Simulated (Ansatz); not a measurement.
# SnH4+ (doublet): RPA-PBE over vertical gaps between states and displaced geometries, def2-SVP

How well do these functionals follow the top wave-function level for SnH4+ (doublet) over vertical gaps between states and displaced geometries?

Computed with Ansatz 0.2.0, Gaussian basis. Level: def2-SVP, all electrons in the functionals, frozen cores in the correlation of double hybrids and RPA.

Plan: RPA-PBE, at charge 1, doublet; charge 1, quartet; displaced geometry v1; displaced geometry v2.

13 further runs of the same task are left out: 6 that didn't finish, 7 set aside as unsound or not needed.

**1. What is computed**

The geometry is a PBE0/def2-TZVP stationary point (not a proven minimum). No spin-orbit coupling is included. Elements past krypton take def2 core potentials.

5 atoms, charge 1, spin multiplicity 2.

Atoms are counted from 1 here; the program's logs count them from 0.

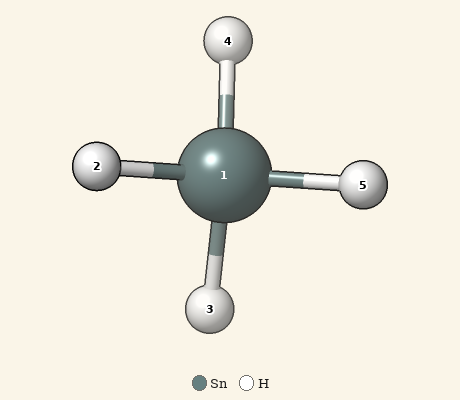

The geometry (tin teal, hydrogen white); atoms are numbered from 1 in the order of the file.

No dispersion term is added.

The geometry shown and the zero of energy belong to the point charge 1, doublet. The yardstick, UCCSDT(Q), and other wave-function levels (R restricted, U unrestricted, valence and pair active spaces) come from earlier runs.

**2. RPA-PBE, charge 1, doublet**

Contents of in.yaml:

```yaml
crystal:
  periodic: [false, false, false]
  atoms:
    - {symbol: Sn, position_ang: [0.000000, 0.000000, 0.000000]}
    - {symbol: H, position_ang: [0.576108, 1.151605, 1.150289]}
    - {symbol: H, position_ang: [-0.582086, -1.148326, 1.150558]}
    - {symbol: H, position_ang: [-0.574264, 1.149248, -1.153563]}
    - {symbol: H, position_ang: [0.580242, -1.152528, -1.147283]}
basis:
  gaussian: {orbitals: def2-SVP}
total_charge: 1
magnetization: {spin_polarized: true, initial_magnetization: 1}
hamiltonian: {xc: {name: PBE}}
correlation: {method: rpa, electrons: outside_noble_gas}
```

Launch:

```bash
$ ansatz run in.yaml --threads 1 --pin off --events-out ev --progress --plain --max-ram 2393MiB
```

Standard output:

```text
Functional definition: PBE
  name "PBE"
  cite "Perdew, Burke & Ernzerhof, Phys. Rev. Lett. 77, 3865 (1996) doi:10.1103/PhysRevLett.77.3865"
  parent pbe
  parameter kappa = 0.804
  parameter beta = 0.06672455060314922
  exchange = pbe_x(kappa = kappa, mu = beta*pi^2/3)
  correlation = pbe_c(beta = beta)
546 factors; integrals over basis functions are off by at most 4.3e-4 eV
mean field evaluation 1: about -5884.0364 eV, gradient 6.3e0 eV
mean field evaluation 2: about -5884.0274 eV, gradient 6.3e0 eV
mean field evaluation 4: about -5884.4325 eV, gradient 2.1e-1 eV
mean field evaluation 8: about -5884.4324 eV, gradient 5.2e-3 eV
mean field evaluation 16: about -5884.4324 eV, gradient 2.4e-6 eV
mean field -5884.43239137 eV, -216.2489017713 hartree, gradient 2.4e-6 eV, S^2 0.753754; 0 other end points of the search recorded, 0 dependent functions left out
9 core orbitals not correlated: weight in the atoms' cores, before any rotation towards them, 0.996 or more for the frozen orbitals, at most 0.003 for the correlated occupied ones
reference -5856.39657351 eV, -215.2186044682 hartree; 4, 3 occupied and 33, 34 virtual orbitals, 546 factors
Total energy: -5862.62229339 eV, -215.4473954539 hartree
```

Run time: 1.3 s. Hardware: 1 thread of Arm Neoverse V2, shared host.

From the report: ⟨S²⟩ of the determinant 0.754 (pure doublet: 0.75).

**3. RPA-PBE, charge 1, quartet**

Edit in.yaml of step 2 so:

```diff
@@ -11,3 +11,3 @@
 total_charge: 1
-magnetization: {spin_polarized: true, initial_magnetization: 1}
+magnetization: {spin_polarized: true, initial_magnetization: 3}
 hamiltonian: {xc: {name: PBE}}
```

Same command.

Standard output, cut to the lines that bear on the results:

```text
Functional definition: PBE
  name "PBE"
  cite "Perdew, Burke & Ernzerhof, Phys. Rev. Lett. 77, 3865 (1996) doi:10.1103/PhysRevLett.77.3865"
  parent pbe
[...]
546 factors; integrals over basis functions are off by at most 4.3e-4 eV
[...]
mean field -5878.60052086 eV, -216.0345844831 hartree, gradient 6.9e-6 eV, S^2 3.752498; 8 other end points of the search recorded, 0 dependent functions left out
9 core orbitals not correlated: weight in the atoms' cores, before any rotation towards them, 0.994 or more for the frozen orbitals, at most 0.003 for the correlated occupied ones
reference -5851.36185593 eV, -215.0335820098 hartree; 5, 2 occupied and 32, 35 virtual orbitals, 546 factors
Total energy: -5856.57962075 eV, -215.2253313305 hartree
```

It took 5.5 s on 1 thread of Arm Neoverse V2, shared host.

From the report: ⟨S²⟩ of the determinant 3.752 (pure quartet: 3.75).

From charge 1, doublet: +583.0 kJ/mol.

**4. RPA-PBE, displaced geometry v1**

Contents of in.yaml:

```yaml
crystal:
  periodic: [false, false, false]
  atoms:
    - {symbol: Sn, position_ang: [0.000882, -0.000032, 0.001350]}
    - {symbol: H, position_ang: [0.576157, 1.135430, 1.140485]}
    - {symbol: H, position_ang: [-0.534073, -1.105191, 1.098141]}
    - {symbol: H, position_ang: [-0.629028, 1.129569, -1.176177]}
    - {symbol: H, position_ang: [0.483093, -1.156028, -1.221387]}
basis:
  gaussian: {orbitals: def2-SVP}
total_charge: 1
magnetization: {spin_polarized: true, initial_magnetization: 1}
hamiltonian: {xc: {name: PBE}}
correlation: {method: rpa, electrons: outside_noble_gas}
```

The command is unchanged.

Standard output, cut to the lines that bear on the results:

```text
Functional definition: PBE
  name "PBE"
  cite "Perdew, Burke & Ernzerhof, Phys. Rev. Lett. 77, 3865 (1996) doi:10.1103/PhysRevLett.77.3865"
  parent pbe
[...]
546 factors; integrals over basis functions are off by at most 4.0e-4 eV
[...]
mean field -5884.36233256 eV, -216.2463271576 hartree, gradient 9.6e-6 eV, S^2 0.753875; 0 other end points of the search recorded, 0 dependent functions left out
9 core orbitals not correlated: weight in the atoms' cores, before any rotation towards them, 0.996 or more for the frozen orbitals, at most 0.003 for the correlated occupied ones
reference -5856.35227869 eV, -215.2169766636 hartree; 4, 3 occupied and 33, 34 virtual orbitals, 546 factors
Total energy: -5862.54109343 eV, -215.4444114106 hartree
```

Wall time 1.3 s (1 thread of Arm Neoverse V2, shared host).

From the report: ⟨S²⟩ of the determinant 0.754 (pure doublet: 0.75).

From charge 1, doublet: +7.8 kJ/mol.

**5. RPA-PBE, displaced geometry v2**

Contents of in.yaml:

```yaml
crystal:
  periodic: [false, false, false]
  atoms:
    - {symbol: Sn, position_ang: [0.003009, 0.001589, 0.000366]}
    - {symbol: H, position_ang: [0.414243, 1.161567, 1.162249]}
    - {symbol: H, position_ang: [-0.667330, -1.170787, 1.154338]}
    - {symbol: H, position_ang: [-0.576400, 1.071517, -1.131569]}
    - {symbol: H, position_ang: [0.475048, -1.249392, -1.228172]}
basis:
  gaussian: {orbitals: def2-SVP}
total_charge: 1
magnetization: {spin_polarized: true, initial_magnetization: 1}
hamiltonian: {xc: {name: PBE}}
correlation: {method: rpa, electrons: outside_noble_gas}
```

The command is unchanged.

Standard output, cut to the lines that bear on the results:

```text
Functional definition: PBE
  name "PBE"
  cite "Perdew, Burke & Ernzerhof, Phys. Rev. Lett. 77, 3865 (1996) doi:10.1103/PhysRevLett.77.3865"
  parent pbe
[...]
546 factors; integrals over basis functions are off by at most 4.2e-4 eV
[...]
mean field -5884.31987618 eV, -216.2447669143 hartree, gradient 2.4e-6 eV, S^2 0.754437; 0 other end points of the search recorded, 0 dependent functions left out
9 core orbitals not correlated: weight in the atoms' cores, before any rotation towards them, 0.996 or more for the frozen orbitals, at most 0.003 for the correlated occupied ones
reference -5856.27679188 eV, -215.2142025746 hartree; 4, 3 occupied and 33, 34 virtual orbitals, 546 factors
Total energy: -5862.50034224 eV, -215.4429138317 hartree
```

Run time: 1.3 s. Hardware: 1 thread of Arm Neoverse V2, shared host.

From the report: ⟨S²⟩ of the determinant 0.754 (pure doublet: 0.75).

From charge 1, doublet: +11.8 kJ/mol.

**6. Against the wave-function levels**

The yardstick is UCCSDT(Q), where the cluster series has nearly closed. It comes from earlier runs at the same points. Energies in kJ/mol, counted from charge 1, doublet; blanks weren't run or aren't comparable.

```tsv
level	doublet to quartet	displacement v1	displacement v2
UCCSDT(Q)	560.9	6.5	10.1
RPA-PBE	583.0	7.8	11.8
```

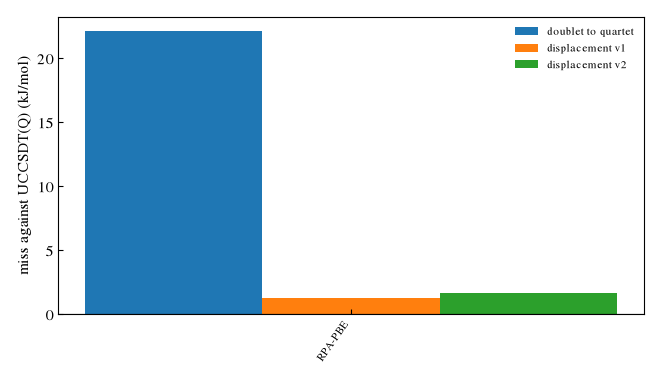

Misses of the gaps against UCCSDT(Q).

Largest miss and mean time a point (UCCSDT(Q) took 11 s a point; shared hosts):

```tsv
level	largest miss (kJ/mol)	where	time a point
RPA-PBE	+22.2	doublet to quartet	2.3 s
```

**7. What came out**

```
                     quantity                              value
doublet to quartet, UCCSDT(Q)                       560.9 kJ/mol
   displacement v1, UCCSDT(Q)                         6.5 kJ/mol
   displacement v2, UCCSDT(Q)                        10.1 kJ/mol
        largest miss, RPA-PBE  +22.2 kJ/mol (doublet to quartet)
```

**Reading.** RPA-PBE strays by up to 22.2 kJ/mol, at doublet to quartet. Functionals and the yardstick converge differently with the basis, so part of each miss in def2-SVP is the basis.
